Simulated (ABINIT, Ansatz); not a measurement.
# Al2O3 (Corundum): G0W0 with ABINIT, start to end

How does a plane-wave GW calculation on Al2O3 (Corundum) run from the first input to the gap?

Calculated with ABINIT 10.8.3; PBE and many-body steps on it, plane waves.

**Experimental background.**

- Gap 8.7 eV: optical band gap of host from absorption; optical absorption, quoted from earlier work; bulk crystal (high-purity reference sample) (quoted in “Multi-petahertz electron interference in Cr:Al2O3 solid-state material”, 2018, pmc:5906618).

## Step 1: Set-up

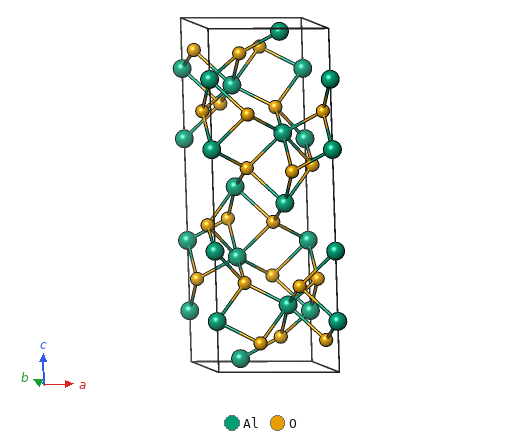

The cell as given, slightly off an axis (aluminium teal, oxygen orange). This picture shows the conventional cell, with its axes. Some periodic images of atoms are drawn too.

The cell and positions come from the Crystallography Open Database and are kept as given unless a step says otherwise.

## Step 2: Ground state

This step: ABINIT 10.8.3; DFT, PBE, plane waves, norm-conserving pseudopotentials.

The ground-state density comes first.

run.abi

```
acell 3*1.0 Angstrom
rprim 
  2.380249999995 1.374237978213 4.331866666707
  -2.380249999995 1.374237978213 4.331866666707
  -0.000000000000 -2.748475956495 4.331866666685
ntypat 2
znucl 13 8
natom 10
typat 1 1 1 1 2 2 2 2 2 2
xred 
  0.352160000000 0.352160000000 0.352160000000
  0.147840000000 0.147840000000 0.147840000000
  0.647840000000 0.647840000000 0.647840000000
  0.852160000000 0.852160000000 0.852160000000
  0.556680000000 0.943320000000 0.250000000000
  0.250000000000 0.556680000000 0.943320000000
  0.943320000000 0.250000000000 0.556680000000
  0.443320000000 0.056680000000 0.750000000000
  0.750000000000 0.443320000000 0.056680000000
  0.056680000000 0.750000000000 0.443320000000
pp_dirpath "pseudos"
pseudos "Al.upf, O.upf"
ecut 36
ngkpt 6 6 6
nshiftk 1
shiftk 0 0 0
kptopt 1
chksymbreak 0
nband 33
occopt 1
tolvrs 1e-10
nstep 60
prtwf 0
optforces 0
optstress 0
indata_prefix "in"
outdata_prefix "out"
tmpdata_prefix "tmp"
```

Started as:

```sh
> OMP_NUM_THREADS=1 mpirun -n 4 abinit run.abi > log
```

Numbers of over 12 decimals in the logs are rounded to 6 here.

What it wrote:

```text
.Version 10.8.3 of ABINIT. v10.8.2 released Aug 2026.

 Symmetries : space group R-3 c (#167); Bravais hR (rhombohedral)
================================================================================
 Values of the parameters that define the memory need of the present run
     intxc =       0    ionmov =       0      iscf =       7    lmnmax =       6
     lnmax =       6     mgfft =      54  mpssoang =       3    mqgrid =    3001
     natom =      10  nloc_mem =       1    nspden =       1   nspinor =       1
    nsppol =       1      nsym =      12    n1xccc =    2501    ntypat =       2
    occopt =       1   xclevel =       2
-    mband =          33        mffmem =           1         mkmem =           8
       mpw =        5939          nfft =      157464          nkpt =          32
================================================================================
  Rough estimation (10% accuracy) of disk space for files :
================================================================================

--------------------------------------------------------------------------------
------------- Echo of variables that govern the present computation ------------
--------------------------------------------------------------------------------
 -outvars: echo values of preprocessed input variables --------
            acell      1.8897261259E+00  1.8897261259E+00  1.8897261259E+00 Bohr

      chksymbreak           0
             ecut      3.60000000E+01 Hartree
-          fftalg         312

              ixc     -101130
              kpt      0.00000000E+00  0.00000000E+00  0.00000000E+00
                       1.66666667E-01  0.00000000E+00  0.00000000E+00
                       3.33333333E-01  0.00000000E+00  0.00000000E+00
                       5.00000000E-01  0.00000000E+00  0.00000000E+00
                       1.66666667E-01  1.66666667E-01  0.00000000E+00
                       3.33333333E-01  1.66666667E-01  0.00000000E+00
                       5.00000000E-01  1.66666667E-01  0.00000000E+00
                      -3.33333333E-01  1.66666667E-01  0.00000000E+00
                      -1.66666667E-01  1.66666667E-01  0.00000000E+00
   [... 21 further rows ...]
                      -3.33333333E-01  5.00000000E-01  3.33333333E-01
                       5.00000000E-01  5.00000000E-01  5.00000000E-01
         kptrlatt        6    0    0      0    6    0      0    0    6
          kptrlen      5.39762473E+01
P           mkmem           8
            natom          10
            nband          33
            ngfft          54      54      54
             nkpt          32
            nstep          60
             nsym          12
           ntypat           2
              occ      2.000000  2.000000  2.000000  2.000000  2.000000  2.000000
                       2.000000  2.000000  2.000000  2.000000  2.000000  2.000000
                       2.000000  2.000000  2.000000  2.000000  2.000000  2.000000
                       2.000000  2.000000  2.000000  2.000000  2.000000  2.000000
                       0.000000  0.000000  0.000000  0.000000  0.000000  0.000000
[...]
optforces           0
        optstress           0
            prtwf           0
            rprim      2.3802500000E+00  1.3742379782E+00  4.3318666667E+00
[...]
spgroup         167

           tolvrs      1.00000000E-10

             xred      3.5216000000E-01  3.5216000000E-01  3.5216000000E-01
[...]
znucl       13.00000    8.00000

================================================================================

 chkinp: Checking input parameters for consistency.

================================================================================
== DATASET  1 ==================================================================
-   mpi_nproc: 4, omp_nthreads: 1 (-1 if OMP is not activated)

--- !DatasetInfo
iteration_state: {dtset: 1, }
dimensions: {natom: 10, nkpt: 32, mband: 33, nsppol: 1, nspinor: 1, nspden: 1, mpw: 5939, }
cutoff_energies: {ecut:  36.0, pawecutdg:  -1.0, }
electrons: {nelect:   4.80000000E+01, charge:   0.00000000E+00, occopt:   1.00000000E+00, tsmear:   1.00000000E-02, }

 Real(R)+Recip(G) space primitive vectors, cartesian coordinates (Bohr,Bohr^-1):
 R(1)=  4.4980206  2.5969334  8.1860416  G(1)=  0.1111600  0.0641783  0.0407197
 R(2)= -4.4980206  2.5969334  8.1860416  G(2)= -0.1111600  0.0641783  0.0407197
 R(3)=  0.0000000 -5.1938668  8.1860416  G(3)=  0.0000000 -0.1283565  0.0407197
 Unit cell volume ucvol=  5.7372986E+02 bohr^3
 Angles (23,13,12)=  5.52866708E+01  5.52866708E+01  5.52866708E+01 degrees

 getcut: wavevector=  0.0000  0.0000  0.0000  ngfft=  54  54  54
         ecut(hartree)=     36.000   => boxcut(ratio)=   2.06269

--- Pseudopotential description ------------------------------------------------
- Al Generated using ONCVPSP code by D. R. Hamann
- 13.00000   3.00000  171031                  znucl, zion, pspdat
12 -101130 2 -1 1876                          pspcod,pspxc,lmax,lloc,mmax
     nproj     2     2     2
  pspatm : epsatm=    4.08140545
         --- l  ekb(1:nproj) -->
[...]
pspatm: atomic psp has been read  and splines computed

- O Generated using ONCVPSP code by D. R. Hamann
-  8.00000   6.00000  171031                  znucl, zion, pspdat
12 -101130 2 -1 936                           pspcod,pspxc,lmax,lloc,mmax
     nproj     2     2     1
  pspatm : epsatm=    6.19545534
         --- l  ekb(1:nproj) -->
[...]
2   -1.331955
 pspatm: atomic psp has been read  and splines computed

   2.56792098E+03                                ecore*ucvol(ha*bohr**3)
--------------------------------------------------------------------------------

_setup2: Arith. and geom. avg. npw (full set) are    5919.005    5918.995

================================================================================

--- !BeginCycle
iteration_state: {dtset: 1, }
solver: {iscf: 7, nstep: 60, nline: 4, wfoptalg: 0, }
tolerances: {tolvrs: 1.00E-10, }

     iter   Etot(hartree)      deltaE(h)  residm     vres2
 ETOT  1  -108.56861779561    -1.086E+02 9.232E-02 1.524E+03
 ETOT  2  -108.71438328984    -1.458E-01 4.345E-02 1.233E+03
 ETOT  3  -109.11643316919    -4.020E-01 1.922E-02 4.671E+00
 ETOT  4  -109.11824809159    -1.815E-03 6.059E-03 1.559E-02
 ETOT  5  -109.11825252940    -4.438E-06 3.205E-03 9.578E-04
 ETOT  6  -109.11825269330    -1.639E-07 2.573E-03 5.364E-06
 ETOT  7  -109.11825269392    -6.176E-10 8.856E-04 4.549E-07
 ETOT  8  -109.11825269401    -8.500E-11 8.923E-04 1.067E-08
 ETOT  9  -109.11825269401    -3.126E-13 3.660E-04 2.557E-10
 ETOT 10  -109.11825269401    -2.785E-12 2.600E-04 1.040E-11

 At SCF step   10       vres2   =  1.04E-11 < tolvrs=  1.00E-10 =>converged.

--- !ResultsGS
iteration_state: {dtset: 1, }
comment   : Summary of ground state results
lattice_vectors:
- [  4.4980206,   2.5969334,   8.1860416, ]
- [ -4.4980206,   2.5969334,   8.1860416, ]
- [ -0.0000000,  -5.1938668,   8.1860416, ]
lattice_lengths: [   9.69472,    9.69472,    9.69472, ]
lattice_angles: [ 55.287,  55.287,  55.287, ] # degrees, (23, 13, 12)
lattice_volume:   5.7372986E+02
convergence: {deltae: -2.785E-12, res2:  1.040E-11, residm:  2.600E-04, diffor:  0.000E+00, }
etotal    :  -1.09118253E+02
entropy   :   0.00000000E+00
fermie    :   1.90422253E-01
cartesian_stress_tensor: null
pressure_GPa: null
xred      :
- [  3.5216E-01,   3.5216E-01,   3.5216E-01, Al]
- [  1.4784E-01,   1.4784E-01,   1.4784E-01, Al]
- [  6.4784E-01,   6.4784E-01,   6.4784E-01, Al]
- [  8.5216E-01,   8.5216E-01,   8.5216E-01, Al]
- [  5.5668E-01,   9.4332E-01,   2.5000E-01,  O]
- [  2.5000E-01,   5.5668E-01,   9.4332E-01,  O]
- [  9.4332E-01,   2.5000E-01,   5.5668E-01,  O]
- [  4.4332E-01,   5.6680E-02,   7.5000E-01,  O]
- [  7.5000E-01,   4.4332E-01,   5.6680E-02,  O]
- [  5.6680E-02,   7.5000E-01,   4.4332E-01,  O]
cartesian_forces: null
force_length_stats: {min: null, max: null, mean: null, }

 Integrated electronic density in atomic spheres:
 ------------------------------------------------
 Atom  Sphere_radius  Integrated_density
[...]
================================================================================

 ----iterations are completed or convergence reached----

 Mean square residual over all n,k,spin=   27.214E-07; max=  26.000E-05
 reduced coordinates (array xred) for   10 atoms
[...]
0.250000000000      0.556680000000      0.943320000000
       0.943320000000      0.250000000000      0.556680000000
       0.443320000000      0.056680000000      0.750000000000
       0.750000000000      0.443320000000      0.056680000000
       0.056680000000      0.750000000000      0.443320000000
 rms dE/dt=  0.0000E+00; max dE/dt=  0.0000E+00; dE/dt below (all hartree)
    1       0.000000000000      0.000000000000      0.000000000000
    2       0.000000000000      0.000000000000      0.000000000000
    3       0.000000000000      0.000000000000      0.000000000000
    4       0.000000000000      0.000000000000      0.000000000000
    5       0.000000000000      0.000000000000      0.000000000000
    6       0.000000000000      0.000000000000      0.000000000000
    7       0.000000000000      0.000000000000      0.000000000000
    8       0.000000000000      0.000000000000      0.000000000000
    9       0.000000000000      0.000000000000      0.000000000000
   10       0.000000000000      0.000000000000      0.000000000000

 cartesian coordinates (angstrom) at end:
[...]
6     -0.729975    -1.484122     7.580767
    7      1.650275     0.109884     7.580767
    8      0.920300    -1.374238     5.414833
    9      0.729975     1.484122     5.414833
   10     -1.650275    -0.109884     5.414833
 length scales=  1.889726125908  1.889726125908  1.889726125908 bohr
              =  1.000000000000  1.000000000000  1.000000000000 angstroms
 prteigrs : about to open file out_EIG
 Fermi (or HOMO) energy (hartree) =   0.19042   Average Vxc (hartree)=  -0.42200
 Eigenvalues (hartree) for nkpt=  32  k points:
 kpt#   1, nband= 33, wtk=  0.00463, kpt=  0.0000  0.0000  0.0000 (reduced coord)
  -0.51404   -0.42818   -0.41791   -0.41791   -0.40624   -0.40624   -0.06247   -0.02571
  -0.01292   -0.01292    0.02849    0.03206    0.03206    0.06905    0.08213    0.13786
   0.13786    0.14281    0.14281    0.17247    0.17247    0.18878    0.18878    0.19042
   0.42070    0.52806    0.58648    0.61540    0.61540    0.62103    0.64669    0.64670
   0.64831
 prteigrs : prtvol=0 or 1, do not print more k-points.

--- !EnergyTerms
iteration_state     : {dtset: 1, }
comment             : Components of total free energy in Hartree
kinetic             :  7.20682127625938E+01
hartree             :  2.66734646915443E+01
xc                  : -3.01908344679662E+01
Ewald energy        : -8.81149730954744E+01
psp_core            :  4.47583638932495E+00
local_psp           : -7.93092830893802E+01
non_local_psp       : -1.47206758846520E+01
total_energy        : -1.09118252694010E+02
total_energy_eV     : -2.96925892054326E+03
band_energy         : -2.03056298659786E+00

== END DATASET(S) ==============================================================
================================================================================

 -outvars: echo values of variables after computation  --------
           etotal     -1.0911825269E+02
            nband          33
             nkpt          32
          spgroup         167
 [... the other variables as echoed above ...]

 Calculation completed.
```

The job ended after 70 s (4 MPI ranks of Arm Neoverse V2, shared host; peak memory 0.47 GiB).

Numbers from this step:

- total energy: -2969.2589 eV
- gap: 6.266 eV
- k of the valence top: 0, 0, 0
- k of the conduction bottom: 0, 0, 0
- least direct gap: 6.266 eV

The gap is direct, at Γ.

## Step 3: Empty states on the mesh, 2×2×2 mesh, 178 bands

The sums over transitions need many empty states on a uniform mesh; this step solves for them.

run.abi, as its differences from that of step 2:

```diff
@@ -23,3 +23,3 @@
 ecut 36
-ngkpt 6 6 6
+ngkpt 2 2 2
 nshiftk 1
@@ -28,9 +28,10 @@
 chksymbreak 0
-nband 33
-occopt 1
-tolvrs 1e-10
+iscf -2
+irdden 1
+istwfk *1
+nband 178
+nbdbuf 16
+tolwfr 1e-09
 nstep 60
-prtwf 0
-optforces 0
-optstress 0
+prtvol 0
 indata_prefix "in"
```

What it wrote:

```text
.Version 10.8.3 of ABINIT. v10.8.2 released Aug 2026.

 Symmetries : space group R-3 c (#167); Bravais hR (rhombohedral)
[... echo of the input left out ...]
== DATASET  1 ==================================================================
-   mpi_nproc: 4, omp_nthreads: 1 (-1 if OMP is not activated)

--- !DatasetInfo
iteration_state: {dtset: 1, }
dimensions: {natom: 10, nkpt: 4, mband: 178, nsppol: 1, nspinor: 1, nspden: 1, mpw: 5936, }
cutoff_energies: {ecut:  36.0, pawecutdg:  -1.0, }
electrons: {nelect:   4.80000000E+01, charge:   0.00000000E+00, occopt:   1.00000000E+00, tsmear:   1.00000000E-02, }

 Real(R)+Recip(G) space primitive vectors, cartesian coordinates (Bohr,Bohr^-1):
 R(1)=  4.4980206  2.5969334  8.1860416  G(1)=  0.1111600  0.0641783  0.0407197
 R(2)= -4.4980206  2.5969334  8.1860416  G(2)= -0.1111600  0.0641783  0.0407197
 R(3)=  0.0000000 -5.1938668  8.1860416  G(3)=  0.0000000 -0.1283565  0.0407197
 Unit cell volume ucvol=  5.7372986E+02 bohr^3
 Angles (23,13,12)=  5.52866708E+01  5.52866708E+01  5.52866708E+01 degrees

 getcut: wavevector=  0.0000  0.0000  0.0000  ngfft=  54  54  54
         ecut(hartree)=     36.000   => boxcut(ratio)=   2.06269

--- Pseudopotential description ------------------------------------------------
- Al Generated using ONCVPSP code by D. R. Hamann
- 13.00000   3.00000  171031                  znucl, zion, pspdat
12 -101130 2 -1 1876                          pspcod,pspxc,lmax,lloc,mmax
     nproj     2     2     2
  pspatm : epsatm=    4.08140545
         --- l  ekb(1:nproj) -->
             0    5.126667    0.728291
             1    7.287548    0.832437
             2   -2.770497   -0.637722
 pspatm: atomic psp has been read  and splines computed

- O Generated using ONCVPSP code by D. R. Hamann
-  8.00000   6.00000  171031                  znucl, zion, pspdat
12 -101130 2 -1 936                           pspcod,pspxc,lmax,lloc,mmax
     nproj     2     2     1
  pspatm : epsatm=    6.19545534
         --- l  ekb(1:nproj) -->
[...]
2   -1.331955
 pspatm: atomic psp has been read  and splines computed

--------------------------------------------------------------------------------

================================================================================
 prteigrs : about to open file out_EIG
 Non-SCF case, kpt    1 (  0.00000  0.00000  0.00000), residuals and eigenvalues=
  2.14E-10  1.82E-10  4.57E-10  8.77E-10  1.47E-10  9.27E-10  2.06E-10  8.88E-10
  7.73E-11  3.95E-10  5.83E-11  1.63E-10  7.15E-10  7.03E-11  1.04E-10  8.06E-11
  3.80E-10  8.73E-11  7.81E-10  1.38E-10  2.63E-10  6.19E-11  4.17E-10  3.58E-10
[...]
6.79E-04  2.07E-04
 -5.1404E-01 -4.2818E-01 -4.1791E-01 -4.1791E-01 -4.0624E-01 -4.0624E-01
 -6.2473E-02 -2.5715E-02 -1.2918E-02 -1.2918E-02  2.8486E-02  3.2059E-02
  3.2059E-02  6.9048E-02  8.2134E-02  1.3786E-01  1.3786E-01  1.4281E-01
[...]
2.7691E+00  2.7908E+00  2.8255E+00  2.8739E+00  2.9267E+00  2.9579E+00
  2.9632E+00  2.9633E+00  2.9651E+00  2.9901E+00  2.9922E+00  2.9923E+00
  3.0085E+00  3.0090E+00  3.0243E+00  3.0404E+00
 prteigrs : prtvol=0 or 1, do not print more k-points.

--- !ResultsGS
iteration_state: {dtset: 1, }
comment   : Summary of ground state results
lattice_vectors:
- [  4.4980206,   2.5969334,   8.1860416, ]
- [ -4.4980206,   2.5969334,   8.1860416, ]
- [ -0.0000000,  -5.1938668,   8.1860416, ]
lattice_lengths: [   9.69472,    9.69472,    9.69472, ]
lattice_angles: [ 55.287,  55.287,  55.287, ] # degrees, (23, 13, 12)
lattice_volume:   5.7372986E+02
convergence: {deltae:  0.000E+00, res2:  0.000E+00, residm:  9.959E-10, diffor:  0.000E+00, }
etotal    :  -1.09118253E+02
entropy   :   0.00000000E+00
fermie    :   1.90422253E-01
cartesian_stress_tensor: null
pressure_GPa: null
xred      :
- [  3.5216E-01,   3.5216E-01,   3.5216E-01, Al]
- [  1.4784E-01,   1.4784E-01,   1.4784E-01, Al]
- [  6.4784E-01,   6.4784E-01,   6.4784E-01, Al]
- [  8.5216E-01,   8.5216E-01,   8.5216E-01, Al]
- [  5.5668E-01,   9.4332E-01,   2.5000E-01,  O]
- [  2.5000E-01,   5.5668E-01,   9.4332E-01,  O]
- [  9.4332E-01,   2.5000E-01,   5.5668E-01,  O]
- [  4.4332E-01,   5.6680E-02,   7.5000E-01,  O]
- [  7.5000E-01,   4.4332E-01,   5.6680E-02,  O]
- [  5.6680E-02,   7.5000E-01,   4.4332E-01,  O]
cartesian_forces: null
force_length_stats: {min: null, max: null, mean: null, }

 Integrated electronic density in atomic spheres:
 ------------------------------------------------
 Atom  Sphere_radius  Integrated_density
[...]
================================================================================

 ----iterations are completed or convergence reached----

 Mean square residual over all n,k,spin=   38.882E-11; max=  99.589E-11
 reduced coordinates (array xred) for   10 atoms
[...]
0.750000000000      0.443320000000      0.056680000000
       0.056680000000      0.750000000000      0.443320000000

 cartesian coordinates (angstrom) at end:
    1      0.000000    -2.43e-11     4.576530
    2      0.000000    -1.02e-11     1.921270
[...]
9      0.729975     1.484122     5.414833
   10     -1.650275    -0.109884     5.414833
 length scales=  1.889726125908  1.889726125908  1.889726125908 bohr
              =  1.000000000000  1.000000000000  1.000000000000 angstroms
 prteigrs : about to open file out_EIG
 Eigenvalues (hartree) for nkpt=   4  k points:
 kpt#   1, nband=178, wtk=  0.12500, kpt=  0.0000  0.0000  0.0000 (reduced coord)
[...]
2.73978    2.76910    2.76910    2.79079    2.82553    2.87395    2.92667    2.95786
   2.96324    2.96327    2.96508    2.99007    2.99218    2.99228    3.00848    3.00902
   3.02429    3.04038
 prteigrs : prtvol=0 or 1, do not print more k-points.

== END DATASET(S) ==============================================================
================================================================================

 -outvars: echo values of variables after computation  --------
            nband         178
             nkpt           4
          spgroup         167
 [... the other variables as echoed above ...]

 Calculation completed.
```

Run time: 44 s. Hardware: 4 MPI ranks; peak memory 0.41 GiB; 2.9 min of CPU time.

This step gave:

* gap: 6.266 eV
* k of the valence top: 0, 0, 0
* k of the conduction bottom: 0, 0, 0
* least direct gap: 6.266 eV
* k points computed: 4
* lowest point of the top converged band, above the valence top: 69.1624 eV

On this mesh the gap is 6.266 eV.

(Continued in part 2 of 2.)

[Paths, hosts, dates, memory and timing lines, banners, echoed tables and standing remarks are left out of the program output.]

[Logs are printed without paths, hosts, clocks, repeated set-up lines and the standing remarks that a program may print on its own settings, such as how far it seeks lower states.]

[Runs of the session that timed out or met a known fault of the program may be left out.]

[Hosts, paths, dates, database ids (printed as entryN), source tags and the programs' standing remarks are cut or masked in the printed files.]

[G0W0 gaps are taken among the corrected bands and points alone; a level outside them can change the order at an edge.]

[Where Ansatz stands beside ABINIT at settings called matched, ABINIT's density can come from a denser mesh and the files from another edition; pairs whose starting gaps differed by over 0.03 eV were left out, so agreement reads better than it is.]
